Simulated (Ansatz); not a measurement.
```yaml
atoms:
  - { symbol: B, position_ang: [-0.1944, 1.0466, -0.5349] }
  - { symbol: Mg, position_ang: [0.4792, 2.7867, -1.7311] }
  - { symbol: Zn, position_ang: [0.3343, 1.5131, 1.4337] }
  - { symbol: H, position_ang: [-0.7327, -0.0388, -0.5682] }
```

Geometry: B3LYP-D3(BJ)/def2-SVP.

Computed with Ansatz 0.2.0, isolated molecule in a Gaussian basis; Kohn-Sham density functional theory, functional PBE0.

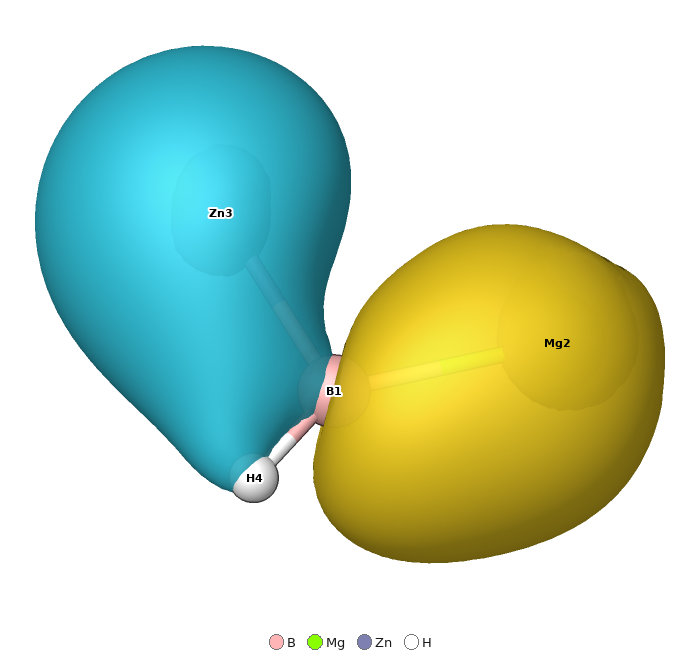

BHMgZn (triplet). The HOMO (β) at ±0.08 Å⁻³ᐟ² (yellow and cyan are the two phases), seen at an oblique angle.

> Where does this orbital lie, and at what energy?

By Hirshfeld shares it lies mainly on Zn3 (about 35 %), B1 (about 35 %) and Mg2 (about 30 %); it is symmetric in the molecular plane (an in-plane orbital: σ, lone-pair or in-plane π type). Its energy is −6.39 eV.
